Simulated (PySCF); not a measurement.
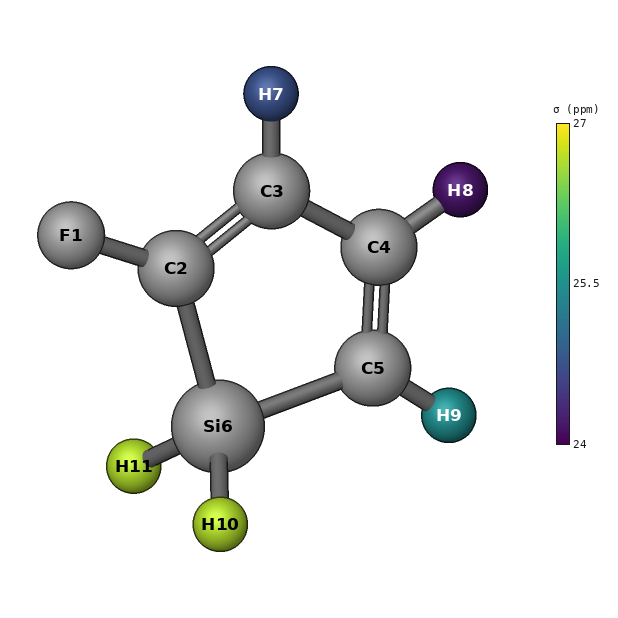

Atoms are coloured by their isotropic NMR shieldings (H only, the others grey). The geometry was computed by an optimisation with PBE0-D3(BJ)/def2-SVP. No frequency run is at hand to confirm it as a minimum. Level of theory: GIAO PBE0/pcSseg-1 NMR shielding, non-relativistic, IEF-PCM benzene (PySCF 2.14.0).

Which H atom is the most shielded (lowest chemical shift)?

Answer. H10, H11 (26.66 ppm).

Which H atom is the least shielded (highest chemical shift)?

Answer. H8 (24.17 ppm).

How wide is the range of H shifts?

Answer. 2.49 ppm.

List the isotropic NMR shieldings of the H atoms.

```json
{"atom": "H7", "σ (ppm)": "24.75"}
{"atom": "H8", "σ (ppm)": "24.17"}
{"atom": "H9", "σ (ppm)": "25.46"}
{"atom": "H10", "σ (ppm)": "26.66"}
{"atom": "H11", "σ (ppm)": "26.66"}
```
